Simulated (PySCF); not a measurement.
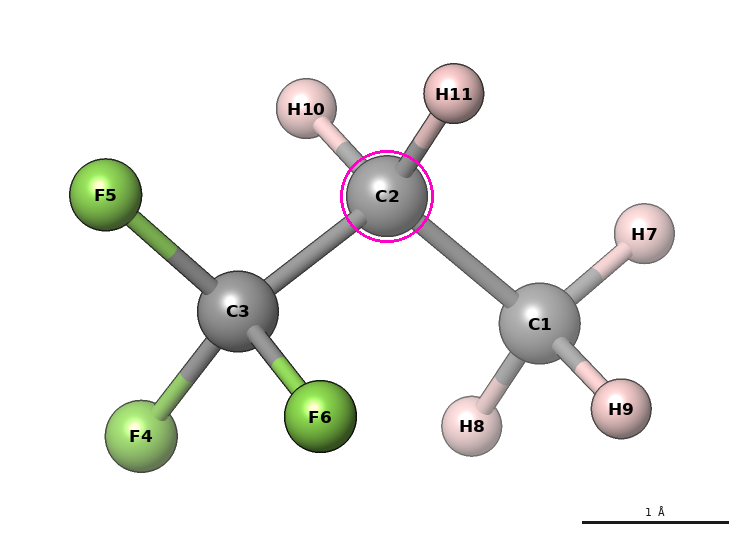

Orthographic view. Depth is shown by fading: the farther an atom, the more it takes the colour of the background. The computed structure is the end point of a PBE0-D3(BJ)/def2-SVP optimisation. No frequency run is at hand to confirm it as a minimum.

Which atoms are bonded to the circled atom?

Answer. The circled atom is C2; it is bonded to C1, C3, H10, H11.

Of C1 and H9, which is nearer the viewer?

Answer. H9; the bond to C1 points away from the viewer, so it looks shorter than its 1.10 Å.

Which two atoms are farthest apart in space?

Answer. F5 and H7, 4.51 Å.
